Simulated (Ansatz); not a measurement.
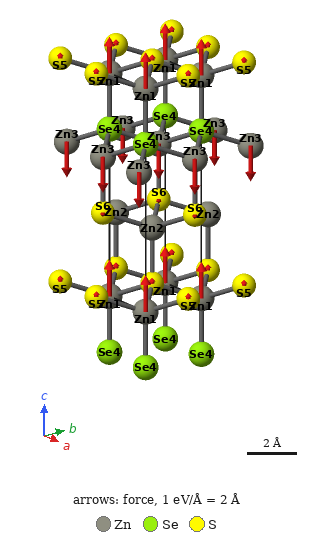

Starting geometry of a crystal of Zn$_{3}$SeS$_{2}$ (a generated structure, set up in P3m1) (coarse preliminary run) with the computed forces as red arrows. A ball-and-stick model of the cell of the calculation, seen slightly off an axis.

Theory: DFT PBE, scalar-relativistic, plane waves, PAW (Ansatz). (plane-wave cutoff 420 eV; k-point mesh 6 × 6 × 2; occupations gaussian; smearing width 0.1 eV; no spin polarisation; cell and atoms relaxed; force threshold 0.04 eV/Å; at most 70 steps)

What follows when this structure is relaxed?

It isn't relaxed: the largest force vector, on Zn1, is 0.77 eV/Å. The atoms end up moving mostly along the starting forces (cosine between the two patterns 0.94). After 3 accepted moves (4 points after the start) the energy has fallen by 32.7 meV per atom. The largest force component goes from 0.77 to 0.0069 eV/Å. Pressure: 5.24 GPa at the start and 0.00 GPa at the end. At 1 point the geometry stayed and the basis and grid were re-selected for the new cell (energy shift of 0.5 meV per atom at most each time). The atom that moves furthest relative to the cell is Zn3 (0.098 Å along −c). By element the largest moves are Zn 0.098 Å, S 0.049 Å, Se 0.014 Å. The drawn cell changes as follows: a = b 3.833 → 3.917 Å (+2.2 %), c 9.389 → 9.600 Å (+2.2 %); the volume changes by +6.8 %. Among the contacts that change: Zn1–Se4 2.347 → 2.478 Å, Zn3–Se4 2.347 → 2.438 Å, Zn1–S5 2.347 → 2.382 Å, Zn2–S5 2.347 → 2.362 Å. Among the angles between lasting bonds that change: Zn3–Se4–Zn3 109.5° → 106.9°, Se4–Zn3–Se4 109.5° → 106.9°, Se4–Zn3–S6 109.5° → 111.9°. The space group stays P3m1 (No. 156).
